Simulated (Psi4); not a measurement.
## Excited-state calculation of AlH$_{2}$SF

- system: AlH$_{2}$SF, SMILES [F][AlH][SH]
- method: TDDFT (revPBE)/cc-pVTZ, RKS (Psi4 1.11)

The geometry comes from this level: PBE0-D4/def2-TZVP.

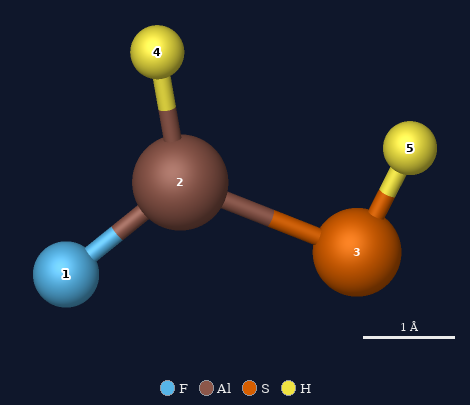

Figure 1. The structure (ball-and-stick view, seen at a tilt; atoms are numbered from 1 in the order of the input). Sticks mark near contacts.

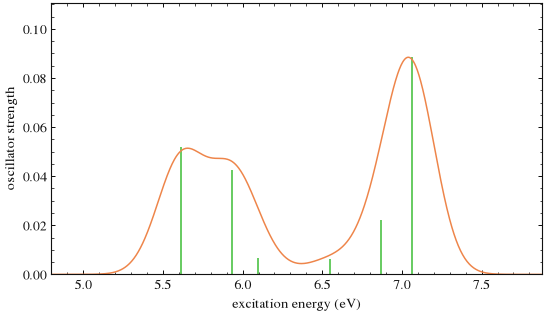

Figure 2. Computed excitations as sticks (degenerate states added up, dark ones marked on the axis), with a Gaussian envelope of 0.35 eV full width at half maximum, scaled to the tallest. Of the 6 states the lowest lies at 5.61 eV (f = 0.052); the strongest line is at 7.06 eV, or 176 nm (f = 0.088).

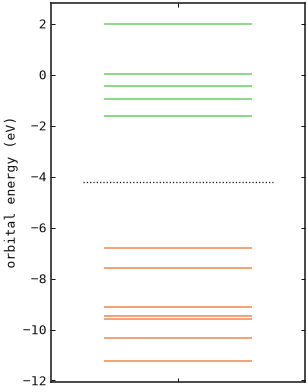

Figure 3. Orbital energies near the frontier; the dotted line parts filled from empty levels, and levels within 0.02 eV of each other stand side by side. Highest filled −6.82 eV, lowest empty −1.61 eV, 5.21 eV apart.

These pictures come from the run below.

**The input (calc.py)**
```python
import psi4

psi4.set_memory('1600 MB')
psi4.set_num_threads(1)
psi4.set_output_file('alfh2s.out', False)

mol = psi4.geometry("""
0 1
F     -1.203500    -1.535800     0.877500
Al    -0.513900    -0.309100     0.024800
S      1.536100     0.182600     0.533500
H     -1.341100     0.430400    -1.085200
H      1.572300     1.158200    -0.392100
symmetry c1
""")

psi4.set_options({
    'basis': 'cc-pVTZ',
    'scf_type': 'mem_df',
    'save_jk': True,
})

from psi4.driver.procrouting.response.scf_response import tdscf_excitations
e_tot, wfn = psi4.energy('revpbe', molecule=mol, return_wfn=True)
states = tdscf_excitations(wfn, states=6, tda=False)
for k, s in enumerate(states, 1):
    print(f"root {k}: {s['EXCITATION ENERGY'] * 27.211386:.4f} eV  f = {s['OSCILLATOR STRENGTH (LEN)']:.4f}  {s['SYMMETRY']}")
print('E =', round(e_tot, 9))
for k, v in sorted(psi4.core.scalar_variables().items()):
    print(f'{k:45s} {v:18.10f}')
```

Command:
```bash
python calc.py
```

**What the program printed**
```
Psi4 1.11 release

   => Loading Basis Set <=

    Name: CC-PVTZ
    Role: ORBITAL
    Keyword: BASIS

         ---------------------------------------------------------
                                   SCF
                              RKS Reference
                        1 Threads,   1525 MiB Core
         ---------------------------------------------------------

  ==> Geometry <==

    Molecular point group: c1
    Full point group: C1

    Geometry (in Angstrom), charge = 0, multiplicity = 1:

       Center              X                  Y                   Z               Mass
    ------------   -----------------  -----------------  -----------------  -----------------
         F           -1.361250225017    -1.159665335166     0.465977644890    18.998403162730
         AL          -0.671650225017     0.067034664834    -0.386722355110    26.981538530000
         S            1.378349774983     0.558734664834     0.121977644890    31.972071174400
         H           -1.498850225017     0.806534664834    -1.496722355110     1.007825032230
         H            1.414549774983     1.534334664834    -0.803622355110     1.007825032230

  Running in c1 symmetry.

  Rotational constants: A =      0.79232  B =      0.11926  C =      0.10366 [cm^-1]
  Rotational constants: A =  23753.26005  B =   3575.44226  C =   3107.66352 [MHz]
  Nuclear repulsion =  130.763162013636162

  Charge       = 0
  Multiplicity = 1
  Electrons    = 40
  Nalpha       = 20
  Nbeta        = 20

  ==> Algorithm <==

  SCF Algorithm Type is MEM_DF.
  DIIS enabled.
  MOM disabled.
  Fractional occupation disabled.
  Guess Type is SAD.
  Energy threshold   = 1.00e-06
  Density threshold  = 1.00e-06
  Integral threshold = 1.00e-12

  ==> Primary Basis <==

  Basis Set: CC-PVTZ
    Blend: CC-PVTZ
    Number of shells: 46
    Number of basis functions: 126
    Number of Cartesian functions: 143
    Spherical Harmonics?: true
    Max angular momentum: 3

  ==> DFT Potential <==

   => LibXC <=

    Version 7.1.2

   => Composite Functional: REVPBE <=

    revPBE GGA Exchange-Correlation Functional

    Deriv               =              1
    GGA                 =           TRUE
    Meta                =          FALSE

    Exchange Hybrid     =          FALSE
    MP2 Hybrid          =          FALSE

   => Exchange Functionals <=

    1.0000   XC_GGA_X_PBE_R

   => Correlation Functionals <=

    1.0000     XC_GGA_C_PBE

   => LibXC Density Thresholds  <==

    XC_GGA_C_PBE:  1.00E-12
    XC_GGA_X_PBE_R:  1.00E-15

   => Molecular Quadrature <=

    Radial Scheme          =       TREUTLER
    Pruning Scheme         =           NONE
    Nuclear Scheme         =       TREUTLER

    Blocking Scheme        =         OCTREE
    BS radius alpha        =              1
    Pruning alpha          =              1
    Radial Points          =             75
    Spherical Points       =            302
    Total Points           =         109042
    Total Blocks           =            868
    Max Points             =            256
    Max Functions          =            126
    Weights Tolerance      =       1.00E-15

   => Loading Basis Set <=

    Name: (CC-PVTZ AUX)
    Role: JKFIT
    Keyword: DF_BASIS_SCF

  ==> Integral Setup <==

  DFHelper Memory: AOs need 0.049 GiB; user supplied 0.806 GiB.
  SCF_SUBTYPE=INCORE selected. In-core MEM_DF algorithm will be used.
  Using in-core AOs.

  ==> MemDFJK: Density-Fitted J/K Matrices <==

    J tasked:                   Yes
    K tasked:                    No
    wK tasked:                   No
    Memory [MiB]:               825
    Algorithm:                 Core
    Schwarz Cutoff:           1E-12
    Mask sparsity (%):       2.1290
    Fitting Condition:        1E-10

   => Auxiliary Basis Set <=

  Basis Set: (CC-PVTZ AUX)
    Blend: CC-PVTZ-JKFIT
    Number of shells: 119
    Number of basis functions: 381
    Number of Cartesian functions: 456
    Spherical Harmonics?: true
    Max angular momentum: 4

  Cached 100.0% of DFT collocation blocks in 0.312 [GiB].

  Minimum eigenvalue in the overlap matrix is 3.1595028278E-03.
  Reciprocal condition number of the overlap matrix is 6.3851364836E-04.
    Using symmetric orthogonalization.

  ==> Pre-Iterations <==

  SCF Guess: Superposition of Atomic Densities via on-the-fly atomic UHF (no occupation information).

   -------------------------
    Irrep   Nso     Nmo
   -------------------------
     A        126     126
   -------------------------
    Total     126     126
   -------------------------

  ==> Iterations <==

                           Total Energy        Delta E     RMS |[F,P]|

   @DF-RKS iter SAD:  -741.21548539570131   -7.41215e+02   0.00000e+00
   @DF-RKS iter   1:  -741.51507303979918   -2.99588e-01   5.28881e-03 ADIIS/DIIS
   @DF-RKS iter   2:  -741.12988533440296    3.85188e-01   1.01219e-02 ADIIS/DIIS
   @DF-RKS iter   3:  -741.65741755524755   -5.27532e-01   1.89237e-03 ADIIS/DIIS
   @DF-RKS iter   4:  -741.68010564032568   -2.26881e-02   3.94139e-04 ADIIS/DIIS
   @DF-RKS iter   5:  -741.68102796067035   -9.22320e-04   1.87967e-04 ADIIS/DIIS
   @DF-RKS iter   6:  -741.68139269077415   -3.64730e-04   5.55621e-05 DIIS
   @DF-RKS iter   7:  -741.68141900043031   -2.63097e-05   1.38545e-05 DIIS
   @DF-RKS iter   8:  -741.68142014852117   -1.14809e-06   3.32425e-06 DIIS
   @DF-RKS iter   9:  -741.68142026218368   -1.13663e-07   6.16724e-07 DIIS
  Energy and wave function converged.

  ==> Post-Iterations <==

   Electrons on quadrature grid:
      Ntotal   =   39.9999966374 ; deviation = -3.363e-06

    Orbital Energies [Eh]
    ---------------------

    Doubly Occupied:

       1A    -88.101308     2A    -55.439091     3A    -24.238507
       4A     -7.690451     5A     -5.707300     6A     -5.702777
       7A     -5.700085     8A     -3.968452     9A     -2.570701
      10A     -2.564115    11A     -2.561983    12A     -1.049999
      13A     -0.667968    14A     -0.413600    15A     -0.379315
      16A     -0.352694    17A     -0.348150    18A     -0.335424
      19A     -0.279000    20A     -0.250448

    Virtual:

      21A     -0.059229    22A     -0.035347    23A     -0.016489
      24A      0.001214    25A      0.073485    26A      0.111592
      27A      0.123336    28A      0.126897    29A      0.144122
      30A      0.152589    31A      0.164628    32A      0.183346
      33A      0.226464    34A      0.266051    35A      0.288541
      36A      0.297895    37A      0.307732    38A      0.368013
      39A      0.376946    40A      0.403666    41A      0.420155
      42A      0.457417    43A      0.497316    44A      0.594458
      45A      0.612938    46A      0.626519    47A      0.640817
      48A      0.673833    49A      0.678678    50A      0.711650
      51A      0.767806    52A      0.770662    53A      0.805101
      54A      0.827015    55A      0.830785    56A      0.882228
      57A      0.899166    58A      0.908630    59A      0.931731
      60A      0.947445    61A      0.966921    62A      1.048435
      63A      1.102651    64A      1.188818    65A      1.213556
      66A      1.364580    67A      1.468135    68A      1.510078
      69A      1.536413    70A      1.556490    71A      1.573778
      72A      1.631034    73A      1.635096    74A      1.709911
      75A      1.774468    76A      1.784026    77A      1.825702
      78A      1.831606    79A      1.891750    80A      1.898656
      81A      1.973106    82A      2.007791    83A      2.097031
      84A      2.178626    85A      2.204986    86A      2.280433
      87A      2.299951    88A      2.376264    89A      2.511379
      90A      2.534459    91A      2.712331    92A      2.765741
      93A      3.011339    94A      3.197637    95A      3.213766
      96A      3.236630    97A      3.336042    98A      3.351154
      99A      3.500935   100A      3.530834   101A      3.594466
     102A      3.693855   103A      3.817683   104A      3.834449
     105A      3.907813   106A      3.908589   107A      4.009183
     108A      4.214363   109A      4.397565   110A      4.545821
     111A      4.673531   112A      4.854015   113A      5.389324
     114A      6.741671   115A      6.746795   116A      6.747116
     117A      6.747840   118A      6.753108   119A      6.767439
     120A      6.774437   121A      8.172105   122A      8.202342
     123A      8.376419   124A      8.442895   125A      8.498238
     126A     11.009294

    Final Occupation by Irrep:
              A
    DOCC [    20 ]
    NA   [    20 ]
    NB   [    20 ]

  @DF-RKS Final Energy:  -741.68142026218368

   => Energetics <=

    Nuclear Repulsion Energy =            130.7631620136361619
    One-Electron Energy =               -1288.6782650828715759
    Two-Electron Energy =                 471.6629133246993888
    DFT Exchange-Correlation Energy =     -55.4292305176477740
    Empirical Dispersion Energy =           0.0000000000000000
    VV10 Nonlocal Energy =                  0.0000000000000000
    Total Energy =                       -741.6814202621836785

Computation Completed

Properties will be evaluated at   0.000000,   0.000000,   0.000000 [a0]

Properties computed using the SCF density matrix

 Multipole Moments:

 ------------------------------------------------------------------------------------
     Multipole            Electronic (a.u.)      Nuclear  (a.u.)        Total (a.u.)
 ------------------------------------------------------------------------------------

 L = 1.  Multiply by 2.5417464519 to convert [e a0] to [Debye]
 Dipole X            :         -1.8016887            1.8643868            0.0626981
 Dipole Y            :         -2.7382510            3.2410439            0.5027930
 Dipole Z            :          1.7789021           -2.2342122           -0.4553101
 Magnitude           :                                                    0.6812041

 ------------------------------------------------------------------------------------

	total time  =          8 seconds =       0.13 minutes

******************************************************************************************
**********                               WARNING                                **********
**********       The names of excited state variables changed between 1.5       **********
**********     and 1.6. For a quick solution, remove the symmetry specifier     **********
**********   from the variable name. For full details, see 'Notes on Psivars'   **********
**********                        in the documentation.                         **********
******************************************************************************************

         ---------------------------------------------------------
                         TDSCF excitation energies
         ---------------------------------------------------------

  ==> Options <==

     Residual threshold  : 1.0000e-04
     Initial guess       : denominators
     Reference           : RHF
     Solver type         : RPA (Hamiltonian)

  ==> Requested Excitations <==

      6 singlet states with A symmetry

  ==> Seeking the lowest 6 singlet states with A symmetry

                        Generalized Hamiltonian Solver

  ==> Options <==

    Max number of iterations        = 60
    Eigenvector tolerance           = 1.0000e-04
    Max number of expansion vectors = 1200

  => Iterations <=
                              Max[D[value]]     Max[|R|]   # vectors
  HamiltonianSolver iter   1:   2.64032e-01  1.26362e-01     24
  HamiltonianSolver iter   2:   7.48550e-03  4.35811e-02     30
  HamiltonianSolver iter   3:   4.36763e-04  1.77136e-02     42
  HamiltonianSolver iter   4:   3.97861e-05  7.12573e-03     54
  HamiltonianSolver iter   5:   5.07059e-06  2.23801e-03     66
  HamiltonianSolver iter   6:   4.96650e-07  8.03543e-04     78
  HamiltonianSolver iter   7:   5.38777e-08  3.24409e-04     90
  HamiltonianSolver iter   8:   7.77289e-09  1.28765e-04     96
  HamiltonianSolver iter   9:   1.18537e-09  5.33843e-05     98      Converged

******************************************************************************************
**********                               WARNING                                **********
**********  Length-gauge rotatory strengths are **NOT** gauge-origin invariant  **********
******************************************************************************************

                                    Excitation Energy         Total Energy        Oscillator Strength             Rotatory Strength
     #   Sym: GS->ES (Trans)        au              eV              au          au (length)    au (velocity)    au (length)    au (velocity)
    ---- -------------------- --------------- --------------- --------------- --------------- --------------- --------------- ---------------
     1        A->A (1 A)       0.20627         5.61300        -741.47515       0.0520          0.0489          0.0001          0.0001
     2        A->A (1 A)       0.21801         5.93247        -741.46341       0.0426          0.0418         -0.0002         -0.0002
     3        A->A (1 A)       0.22395         6.09387        -741.45747       0.0068          0.0062         -0.0001         -0.0001
     4        A->A (1 A)       0.24068         6.54912        -741.44074       0.0063          0.0076          0.0001          0.0001
     5        A->A (1 A)       0.25244         6.86937        -741.42898       0.0221          0.0274          0.0002          0.0002
     6        A->A (1 A)       0.25954         7.06241        -741.42188       0.0884          0.0924          0.0001          0.0000

Contributing excitations and de-excitations
Only contributions with abs(coeff) > 1.00e-01 will be printed:

Excited State    1 (1 A):   0.20627 au   220.89 nm f = 0.0520
  Sums of squares: Xssq =  1.003945e+00; Yssq =  3.945241e-03; Xssq - Yssq =  1.000000e+00
     19a  ->  22a    -0.173507 ( 3.010%)
     20a  ->  21a    -0.971131 (94.310%)

Excited State    2 (1 A):   0.21801 au   208.99 nm f = 0.0426
  Sums of squares: Xssq =  1.000326e+00; Yssq =  3.258275e-04; Xssq - Yssq =  1.000000e+00
     19a  ->  21a    -0.173661 ( 3.016%)
     20a  ->  22a     0.979586 (95.959%)

Excited State    3 (1 A):   0.22395 au   203.46 nm f = 0.0068
  Sums of squares: Xssq =  1.000610e+00; Yssq =  6.095162e-04; Xssq - Yssq =  1.000000e+00
     19a  ->  21a    -0.977891 (95.627%)
     20a  ->  22a    -0.162859 ( 2.652%)
     20a  ->  23a    -0.110154 ( 1.213%)

Excited State    4 (1 A):   0.24068 au   189.31 nm f = 0.0063
  Sums of squares: Xssq =  1.000903e+00; Yssq =  9.025739e-04; Xssq - Yssq =  1.000000e+00
     20a  ->  23a     0.988958 (97.804%)

Excited State    5 (1 A):   0.25244 au   180.49 nm f = 0.0221
  Sums of squares: Xssq =  1.000144e+00; Yssq =  1.441495e-04; Xssq - Yssq =  1.000000e+00
     20a  ->  24a     0.993278 (98.660%)

Excited State    6 (1 A):   0.25954 au   175.56 nm f = 0.0884
  Sums of squares: Xssq =  1.002128e+00; Yssq =  2.128482e-03; Xssq - Yssq =  1.000000e+00
     19a  ->  22a    -0.869984 (75.687%)
     19a  ->  23a     0.355509 (12.639%)
     19a  ->  24a    -0.299928 ( 8.996%)
     20a  ->  21a     0.102718 ( 1.055%)

******************************************************************************************
**********                               WARNING                                **********
**********       The names of excited state variables changed between 1.5       **********
**********     and 1.6. For a quick solution, remove the symmetry specifier     **********
**********   from the variable name. For full details, see 'Notes on Psivars'   **********
**********                        in the documentation.                         **********
******************************************************************************************
```

**Results in brief**

| quantity | value |
| --- | --- |
| outcome | converged |
| total energy | −741.681420 hartree |
| basis functions | 126 |
| HOMO | −6.82 eV |
| LUMO | −1.61 eV |
| dipole moment | 1.73 D |
| lowest excitation | 5.61 eV |
| hardware | 1 thread of Intel Xeon @ 2.90GHz (Ice Lake), 128 GiB of memory available, shared host |
| wall time | 45 s |
| peak memory | 0.67 GiB |
